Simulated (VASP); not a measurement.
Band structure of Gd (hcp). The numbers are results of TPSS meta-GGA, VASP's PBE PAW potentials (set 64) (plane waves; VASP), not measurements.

The 4f electrons are frozen in the core of the lanthanide potential, so 4f levels, which can set the real gap, and their magnetism are missing.

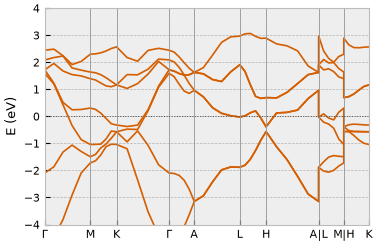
Bands along high-symmetry lines, zero at the valence-band maximum or, without a gap, the Fermi level

Task: Read the plot: is there a gap, and where are the band edges?

Result: It has no gap at this level: it comes out as a metal or semimetal.

The compound is Gd in the hcp structure. It was relaxed first.
